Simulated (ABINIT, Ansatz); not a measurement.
# Ba2H6Os (Fm-3m): G0W0 on several meshes in ABINIT

How does the mesh move the gap of Ba2H6Os (Fm-3m)?

Calculated with ABINIT 10.8.3; LDA and many-body steps on it, plane waves.

## 1. Starting point

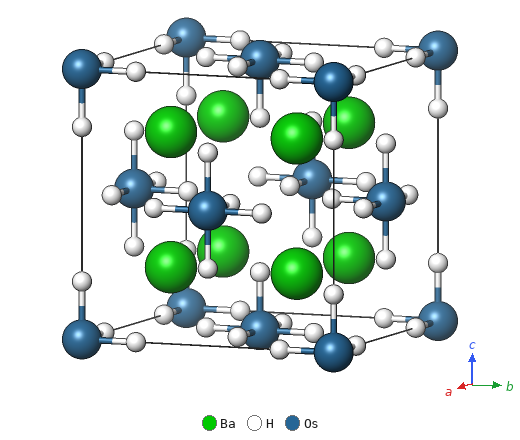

Start, viewed slightly off an axis; barium green, hydrogen white, osmium blue. This picture shows the conventional cell, with its axes. Some periodic images of atoms are drawn too.

Coordinates:

```cif
data_structure
_symmetry_space_group_name_H-M 'Fm-3m'
_symmetry_Int_Tables_number 225
_cell_length_a 8.0924
_cell_length_b 8.0924
_cell_length_c 8.0924
_cell_angle_alpha 90.000
_cell_angle_beta 90.000
_cell_angle_gamma 90.000
_cell_volume 529.95
loop_
_atom_site_label
_atom_site_type_symbol
_atom_site_symmetry_multiplicity
_atom_site_Wyckoff_symbol
_atom_site_fract_x
_atom_site_fract_y
_atom_site_fract_z
_atom_site_occupancy
Ba1 Ba 8 c 0.25000 0.25000 0.75000 1
H1 H 24 e 0.00000 0.00000 0.78592 1
Os1 Os 4 a 0.00000 0.00000 0.00000 1
```

The cell and positions are those that the Materials Project relaxed with its own functionals (PBE, PBE+U or r2SCAN), kept fixed. Spin-orbit coupling is left out unless a step names it.

## 2. Empty states on the mesh, 2×2×2 mesh, 258 bands

This step: ABINIT 10.8.3; DFT, LDA, plane waves, norm-conserving pseudopotentials.

The sums over transitions need many empty states on a uniform mesh; this step solves for them.

Input file run.abi:

```
acell 3*1.0 Angstrom
rprim 
  -0.000000000000 4.046207840000 4.046207840000
  4.046207840000 0.000000000000 4.046207840000
  4.046207840000 4.046207840000 0.000000000000
ntypat 3
znucl 56 1 76
natom 9
typat 1 1 2 2 2 2 2 2 3
xred 
  0.750000000000 0.750000000000 0.750000000000
  0.250000000000 0.250000000000 0.250000000000
  0.785917090000 0.785917090000 0.214082910000
  0.214082910000 0.785917090000 0.214082910000
  0.785917090000 0.214082910000 0.214082910000
  0.214082910000 0.214082910000 0.785917090000
  0.785917090000 0.214082910000 0.785917090000
  0.214082910000 0.785917090000 0.785917090000
  0.000000000000 0.000000000000 0.000000000000
pp_dirpath "pseudos"
pseudos "Ba.upf, H.upf, Os.upf"
ecut 33
ngkpt 2 2 2
nshiftk 1
shiftk 0 0 0
kptopt 1
chksymbreak 0
iscf -2
irdden 1
istwfk *1
nband 258
nbdbuf 22
tolwfr 1e-09
nstep 60
prtvol 0
indata_prefix "in"
outdata_prefix "out"
tmpdata_prefix "tmp"
```

Started as:

```console
$ OMP_NUM_THREADS=1 mpirun -n 3 abinit run.abi > log
```

Numbers of over 12 decimals in the logs are rounded to 6 here.

Log:

```text
.Version 10.8.3 of ABINIT. v10.8.2 released Aug 2026.

 Symmetries : space group Fm -3 m (#225); Bravais cF (face-center cubic)
[... echo of the input left out ...]
== DATASET  1 ==================================================================
-   mpi_nproc: 3, omp_nthreads: 1 (-1 if OMP is not activated)

--- !DatasetInfo
iteration_state: {dtset: 1, }
dimensions: {natom: 9, nkpt: 3, mband: 258, nsppol: 1, nspinor: 1, nspden: 1, mpw: 8144, }
cutoff_energies: {ecut:  33.0, pawecutdg:  -1.0, }
[...]
2.86655    2.86655    2.86655    2.87919    2.88052    2.88052    2.88052    2.88561
   2.88561    2.88561    2.90453    2.90454    2.90546    2.91320    2.91323    2.91408
   2.91567    2.91666
 prteigrs : prtvol=0 or 1, do not print more k-points.

== END DATASET(S) ==============================================================
================================================================================

 -outvars: echo values of variables after computation  --------
            nband         258
             nkpt           3
          spgroup         225
 [... the other variables as echoed above ...]

 Calculation completed.
```

Run time: 96 s. Hardware: 3 MPI ranks of Intel Xeon 6975P-C (Granite Rapids), shared host; peak memory 0.47 GiB.

This step gave:

| Quantity | Value |
| --- | --- |
| gap | 1.777 eV |
| k of the valence top | 0, 0, 0 |
| k of the conduction bottom | 0.5, 0.5, 0 |
| least direct gap | 2.058 eV |
| k points computed | 3 |
| lowest point of the top converged band, above the valence top | 71.5749 eV |

On this mesh the gap is 1.777 eV.

The density comes from a self-consistent run that is not shown.

## 3. Screening, 2×2×2 mesh, 108 bands, screening to 114.3 eV

The RPA dielectric matrix is built and inverted for each q.

This step: RPA screening on LDA, plane waves, norm-conserving pseudopotentials.

run.abi, as its differences from that of step 2:

```diff
@@ -27,10 +27,11 @@
 chksymbreak 0
-iscf -2
-irdden 1
 istwfk *1
-nband 258
-nbdbuf 22
-tolwfr 1e-09
-nstep 60
-prtvol 0
+occopt 1
+irdwfk 1
+optdriver 3
+nband 108
+ecuteps 4.2
+inclvkb 2
+awtr 1
+symchi 1
 indata_prefix "in"
```

Started as:

```console
$ OMP_NUM_THREADS=1 mpirun -n 4 abinit run.abi > log
```

Log:

```text
.Version 10.8.3 of ABINIT. v10.8.2 released Aug 2026.

 Symmetries : space group Fm -3 m (#225); Bravais cF (face-center cubic)
[... echo of the input left out ...]
== DATASET  1 ==================================================================
-   mpi_nproc: 4, omp_nthreads: 1 (-1 if OMP is not activated)

--- !DatasetInfo
iteration_state: {dtset: 1, }
dimensions: {natom: 9, nkpt: 3, mband: 108, nsppol: 1, nspinor: 1, nspden: 1, mpw: 8144, }
cutoff_energies: {ecut:  33.0, pawecutdg:  -1.0, }
electrons: {nelect:   4.20000000E+01, charge:   0.00000000E+00, occopt:   1.00000000E+00, tsmear:   1.00000000E-02, }

 SCREENING: Calculation of the susceptibility and dielectric matrices

 Based on a program developped by R.W. Godby, V. Olevano, G. Onida, and L. Reining.
 Incorporated in ABINIT by V. Olevano, G.-M. Rignanese, and M. Torrent.
.Using double precision arithmetic ; gwpc =  8

[... cell and pseudopotentials left out ...]
--------------------------------------------------------------------------------

 ==== K-mesh for the wavefunctions ====
 Number of points in the irreducible wedge :     3
[... list of points left out ...]
 Together with 48 symmetry operations and time-reversal symmetry
 yields     8 points in the full Brillouin Zone.

 ==== Q-mesh for the screening function ====
 Number of points in the irreducible wedge :     3
[... list of points left out ...]
 Together with 48 symmetry operations and time-reversal symmetry
 yields     8 points in the full Brillouin Zone.

 setmesh: FFT mesh size selected  =    40x   40x   40
          total number of points  =        64000

 vcoul_init : cutoff-mode = AUXILIARY_FUNCTION
 q-points for optical limit:   1
     1)      0.000010    0.000020    0.000030

- screening: taking advantage of time-reversal symmetry
- Maximum band index for partially occupied states nbvw = 21
- Remaining bands to be divided among processors   nbcw = 87
- Number of bands treated by each node ~21

 Number of electrons calculated from density =   42.0000; Expected =   42.0000
 average of density, n =  0.046976
 r_s =    1.7193
 omega_plasma =   20.9071 [eV]

 calculating chi0 at frequencies [eV] :
  1    0.000000E+00    0.000000E+00
  2    0.000000E+00    2.090714E+01

--------------------------------------------------------------------------------
  q-point number  1        q = ( 0.000000, 0.000000, 0.000000) [r.l.u.]
--------------------------------------------------------------------------------
[... chi0 elements left out ...]
 For q-point:  0.000010 0.000020 0.000030
  dielectric constant =   4.5271
  dielectric constant without local fields =   5.5946

  Average fulfillment of the sum rule on Im[epsilon] for q-point    1 :     68.33  [%]
[... wings left out ...]
  q-point number  2        q = ( 0.500000, 0.000000, 0.000000) [r.l.u.]
--------------------------------------------------------------------------------
[... chi0 elements left out ...]
  Average fulfillment of the sum rule on Im[epsilon] for q-point    2 :     76.64  [%]

 [... 1 further q-points ...]
```

The job ended after 18 s (4 MPI ranks; peak memory 1.5 GiB; 70 s of CPU time).

Numbers from this step:

| Item | Value |
| --- | --- |
| ε∞ with local fields, on this mesh, along the program's q direction | 4.527 |
| the same without local fields | 5.595 |
| plasma frequency | 20.91 eV |
| plane waves in the screening matrix | 339 |

Local fields lower ε∞ by 19 %. On a Γ-centred mesh this coarse the value itself is usually too large, while a short band sum pulls it down.

## 4. 2×2×2

The self-energy is evaluated for the states that the input lists, and the levels follow from it, in one-shot runs by the linearised quasiparticle equation.

This step: G0W0 on LDA, plane waves, norm-conserving pseudopotentials.

run.abi, as its differences from that of step 3:

```diff
@@ -30,8 +30,17 @@
 irdwfk 1
-optdriver 3
+optdriver 4
 nband 108
+gwcalctyp 0
+ecutsigx 33
+symsigma 1
+nkptgw 2
+kptgw 
+  0.0000000000 0.0000000000 0.0000000000
+  0.5000000000 0.5000000000 0.0000000000
+bdgw 
+  19 23
+  20 23
 ecuteps 4.2
-inclvkb 2
-awtr 1
-symchi 1
+irdscr 1
+ppmodel 1
 indata_prefix "in"
```

Log:

```text
.Version 10.8.3 of ABINIT. v10.8.2 released Aug 2026.

 Symmetries : space group Fm -3 m (#225); Bravais cF (face-center cubic)
[... echo of the input left out ...]
== DATASET  1 ==================================================================
-   mpi_nproc: 4, omp_nthreads: 1 (-1 if OMP is not activated)

--- !DatasetInfo
iteration_state: {dtset: 1, }
dimensions: {natom: 9, nkpt: 3, mband: 108, nsppol: 1, nspinor: 1, nspden: 1, mpw: 8144, }
cutoff_energies: {ecut:  33.0, pawecutdg:  -1.0, }
electrons: {nelect:   4.20000000E+01, charge:   0.00000000E+00, occopt:   1.00000000E+00, tsmear:   1.00000000E-02, }

 SIGMA: Calculation of the GW corrections

 Based on a program developped by R.W. Godby, V. Olevano, G. Onida, and L. Reining.
 Incorporated in ABINIT by V. Olevano, G.-M. Rignanese, and M. Torrent.
.Using double precision arithmetic ; gwpc =  8

[... cell and pseudopotentials left out ...]
--------------------------------------------------------------------------------

 ==== K-mesh for the wavefunctions ====
 Number of points in the irreducible wedge :     3
[... list of points left out ...]
 Together with 48 symmetry operations and time-reversal symmetry
 yields     8 points in the full Brillouin Zone.

 ==== Q-mesh for screening function ====
 Number of points in the irreducible wedge :     3
[... list of points left out ...]
 Together with 48 symmetry operations and time-reversal symmetry
 yields     8 points in the full Brillouin Zone.

 vcoul_init : cutoff-mode = AUXILIARY_FUNCTION
 q-points for optical limit:   1
     1)      0.000010    0.000020    0.000030
 setmesh: FFT mesh size selected  =    60x   60x   60
          total number of points  =       216000

 Number of electrons calculated from density =   42.0000; Expected =   42.0000
 average of density, n =  0.046976
 r_s =    1.7193
 omega_plasma =   20.9071 [eV]

 === KS Band Gaps ===
  >>>> For spin  1
   Minimum direct gap =   2.0584 [eV], located at k-point      :   0.5000  0.5000  0.0000
   Fundamental gap    =   1.7774 [eV], Top of valence bands at :   0.0000  0.0000  0.0000
                                       Bottom of conduction at :   0.5000  0.5000  0.0000
 SIGMA fundamental parameters:
 PLASMON POLE MODEL  1
 number of plane-waves for SigmaX                 7991
 number of plane-waves for SigmaC and W            339
 number of plane-waves for wavefunctions          7991
 number of bands                                   108
 number of independent spin polarizations            1
 number of spinorial components                      1
 number of k-points in IBZ                           3
 number of q-points in IBZ                           3
 number of symmetry operations                      48
 number of k-points in BZ                            8
 number of q-points in BZ                            8
 number of frequencies for dSigma/dE                 9
 frequency step for dSigma/dE [eV]                0.25
 number of omega for Sigma on real axis              0
 max omega for Sigma on real axis  [eV]           0.00
 zcut for avoiding poles [eV]                     0.10

 EPSILON^-1 parameters (SCR file):
 dimension of the eps^-1 matrix on file            339
 dimension of the eps^-1 matrix used               339
 number of plane-waves for wavefunctions          7991
 number of bands                                   108
 number of q-points in IBZ                           3
 number of frequencies                               2
 number of real frequencies                          1
 number of imag frequencies                          1

 matrix elements of self-energy operator (all in [eV])

 Perturbative Calculation

--- !SelfEnergy_ee
iteration_state: {dtset: 1, }
kpoint     : [   0.000,    0.000,    0.000, ]
spin       : 1
KS_gap     :    2.784
QP_gap     :    3.832
Delta_QP_KS:    1.048
data: !SigmaeeData |
     Band     E0 <VxcDFT>   SigX SigC(E0)      Z dSigC/dE  Sig(E)    E-E0       E
       19   4.636 -17.156 -19.723   3.186   0.785  -0.274 -16.671   0.486   5.121
       20   4.636 -17.156 -19.723   3.186   0.785  -0.274 -16.671   0.486   5.121
       21   4.636 -17.156 -19.723   3.186   0.785  -0.274 -16.671   0.486   5.121
       22   7.420 -12.009  -6.722  -3.428   0.825  -0.212 -10.475   1.534   8.954
       23   7.420 -12.009  -6.722  -3.428   0.825  -0.212 -10.475   1.534   8.954

--- !SelfEnergy_ee
iteration_state: {dtset: 1, }
kpoint     : [   0.500,    0.500,    0.000, ]
spin       : 1
KS_gap     :    2.058
QP_gap     :    2.942
Delta_QP_KS:    0.884
data: !SigmaeeData |
     Band     E0 <VxcDFT>   SigX SigC(E0)      Z dSigC/dE  Sig(E)    E-E0       E
       20   4.355 -16.488 -19.032   3.094   0.785  -0.274 -16.056   0.432   4.787
       21   4.355 -16.488 -19.032   3.094   0.785  -0.274 -16.056   0.432   4.787
       22   6.413 -11.458  -6.928  -2.945   0.829  -0.206 -10.143   1.316   7.729
       23   6.828  -9.386  -4.544  -3.407   0.837  -0.195  -8.186   1.200   8.029

== END DATASET(S) ==============================================================
================================================================================

 -outvars: echo values of variables after computation  --------
           etotal      0.0000000000E+00
            nband         108
             nkpt           3
          spgroup         225
 [... the other variables as echoed above ...]

 Calculation completed.
```

The job ended after 7.5 s (4 MPI ranks; peak memory 1.1 GiB).

This step gave:

```
G0W0 gap on the points computed              : 2.608 eV
starting gap on the mesh                     : 1.777 eV
k of the valence top                         : 0, 0, 0
k of the conduction bottom                   : 0.5, 0.5, 0
Z at the valence top                         : 0.785
Z at the conduction bottom                   : 0.829
least direct G0W0 gap on the computed points : 2.942 eV
```

The gap on the mesh goes from 1.78 eV to 2.61 eV, a correction of +0.83 eV.

## 5. Empty states on the mesh, 4×4×4 mesh, 118 bands

This step: DFT, LDA, plane waves, norm-conserving pseudopotentials.

run.abi, as its differences from that of step 4:

```diff
@@ -22,3 +22,3 @@
 ecut 33
-ngkpt 2 2 2
+ngkpt 4 4 4
 nshiftk 1
@@ -27,20 +27,10 @@
 chksymbreak 0
+iscf -2
+irdden 1
 istwfk *1
-occopt 1
-irdwfk 1
-optdriver 4
-nband 108
-gwcalctyp 0
-ecutsigx 33
-symsigma 1
-nkptgw 2
-kptgw 
-  0.0000000000 0.0000000000 0.0000000000
-  0.5000000000 0.5000000000 0.0000000000
-bdgw 
-  19 23
-  20 23
-ecuteps 4.2
-irdscr 1
-ppmodel 1
+nband 118
+nbdbuf 10
+tolwfr 1e-09
+nstep 60
+prtvol 0
 indata_prefix "in"
```

Log:

```text
.Version 10.8.3 of ABINIT. v10.8.2 released Aug 2026.

 Symmetries : space group Fm -3 m (#225); Bravais cF (face-center cubic)
[... echo of the input left out ...]
== DATASET  1 ==================================================================
-   mpi_nproc: 4, omp_nthreads: 1 (-1 if OMP is not activated)

--- !DatasetInfo
iteration_state: {dtset: 1, }
dimensions: {natom: 9, nkpt: 8, mband: 118, nsppol: 1, nspinor: 1, nspden: 1, mpw: 8144, }
cutoff_energies: {ecut:  33.0, pawecutdg:  -1.0, }
[...]
1.36488    1.40612    1.42356    1.42356    1.42356    1.46643    1.46643    1.46643
   1.51970    1.51970    1.51970    1.53116    1.53116    1.54681    1.54681    1.54681
   1.54838    1.54838    1.54838    1.55054    1.60206    1.61359
 prteigrs : prtvol=0 or 1, do not print more k-points.

== END DATASET(S) ==============================================================
================================================================================

 -outvars: echo values of variables after computation  --------
            nband         118
             nkpt           8
          spgroup         225
 [... the other variables as echoed above ...]

 Calculation completed.
```

Run time: 52 s. Hardware: 4 MPI ranks; peak memory 0.54 GiB; 3.5 min of CPU time.

This step gave:

```
gap                                                           : 1.777 eV
k of the valence top                                          : 0, 0, 0
k of the conduction bottom                                    : 0.5, 0.5, 0
least direct gap                                              : 2.056 eV
k points computed                                             : 8
lowest point of the top converged band, above the valence top : 36.24 eV
```

On this mesh the gap is 1.777 eV.

## 6. Screening, 4×4×4 mesh, 108 bands, screening to 114.3 eV

This step: RPA screening on LDA, plane waves, norm-conserving pseudopotentials.

run.abi, as its differences from that of step 5:

```diff
@@ -27,10 +27,11 @@
 chksymbreak 0
-iscf -2
-irdden 1
 istwfk *1
-nband 118
-nbdbuf 10
-tolwfr 1e-09
-nstep 60
-prtvol 0
+occopt 1
+irdwfk 1
+optdriver 3
+nband 108
+ecuteps 4.2
+inclvkb 2
+awtr 1
+symchi 1
 indata_prefix "in"
```

Log:

```text
.Version 10.8.3 of ABINIT. v10.8.2 released Aug 2026.

 Symmetries : space group Fm -3 m (#225); Bravais cF (face-center cubic)
[... echo of the input left out ...]
== DATASET  1 ==================================================================
-   mpi_nproc: 4, omp_nthreads: 1 (-1 if OMP is not activated)

--- !DatasetInfo
iteration_state: {dtset: 1, }
dimensions: {natom: 9, nkpt: 8, mband: 108, nsppol: 1, nspinor: 1, nspden: 1, mpw: 8144, }
cutoff_energies: {ecut:  33.0, pawecutdg:  -1.0, }
electrons: {nelect:   4.20000000E+01, charge:   0.00000000E+00, occopt:   1.00000000E+00, tsmear:   1.00000000E-02, }

 SCREENING: Calculation of the susceptibility and dielectric matrices

 Based on a program developped by R.W. Godby, V. Olevano, G. Onida, and L. Reining.
 Incorporated in ABINIT by V. Olevano, G.-M. Rignanese, and M. Torrent.
.Using double precision arithmetic ; gwpc =  8

[... cell and pseudopotentials left out ...]
--------------------------------------------------------------------------------

 ==== K-mesh for the wavefunctions ====
 Number of points in the irreducible wedge :     8
[... list of points left out ...]
 Together with 48 symmetry operations and time-reversal symmetry
 yields    64 points in the full Brillouin Zone.

 ==== Q-mesh for the screening function ====
 Number of points in the irreducible wedge :     8
[... list of points left out ...]
 Together with 48 symmetry operations and time-reversal symmetry
 yields    64 points in the full Brillouin Zone.

 setmesh: FFT mesh size selected  =    40x   40x   40
          total number of points  =        64000

 vcoul_init : cutoff-mode = AUXILIARY_FUNCTION
 q-points for optical limit:   1
     1)      0.000010    0.000020    0.000030

- screening: taking advantage of time-reversal symmetry
- Maximum band index for partially occupied states nbvw = 21
- Remaining bands to be divided among processors   nbcw = 87
- Number of bands treated by each node ~21

 Number of electrons calculated from density =   42.0000; Expected =   42.0000
 average of density, n =  0.046976
 r_s =    1.7193
 omega_plasma =   20.9071 [eV]

 calculating chi0 at frequencies [eV] :
  1    0.000000E+00    0.000000E+00
  2    0.000000E+00    2.090714E+01

--------------------------------------------------------------------------------
  q-point number  1        q = ( 0.000000, 0.000000, 0.000000) [r.l.u.]
--------------------------------------------------------------------------------
[... chi0 elements left out ...]
 For q-point:  0.000010 0.000020 0.000030
  dielectric constant =   4.3599
  dielectric constant without local fields =   5.3771

  Average fulfillment of the sum rule on Im[epsilon] for q-point    1 :     67.94  [%]
[... wings left out ...]
  q-point number  2        q = ( 0.250000, 0.000000, 0.000000) [r.l.u.]
--------------------------------------------------------------------------------
[... chi0 elements left out ...]
  Average fulfillment of the sum rule on Im[epsilon] for q-point    2 :     82.69  [%]

 [... 6 further q-points ...]
```

The job ended after 1.9 min (4 MPI ranks; peak memory 2.4 GiB; 7.7 min of CPU time).

This step gave:

```yaml
eps_infinity_with_local_fields_on_this_mesh_along_the_program_s_q_direction: 4.360
the_same_without_local_fields: 5.377
plasma_frequency: 20.91 eV
plane_waves_in_the_screening_matrix: 339
```

(Part 1 of 2 ends here.)

[Paths, hosts, dates, memory and timing lines, banners, echoed tables and standing remarks are left out of the program output.]

[Logs are printed without paths, hosts, clocks, repeated set-up lines and the standing remarks that a program may print on its own settings, such as how far it seeks lower states.]

[Runs of the session that timed out or met a known fault of the program may be left out.]

[Hosts, paths, dates, database ids (printed as entryN), source tags and the programs' standing remarks are cut or masked in the printed files.]

[G0W0 gaps are taken among the corrected bands and points alone; a level outside them can change the order at an edge.]

[Where Ansatz stands beside ABINIT at settings called matched, ABINIT's density can come from a denser mesh and the files from another edition; pairs whose starting gaps differed by over 0.03 eV were left out, so agreement reads better than it is.]
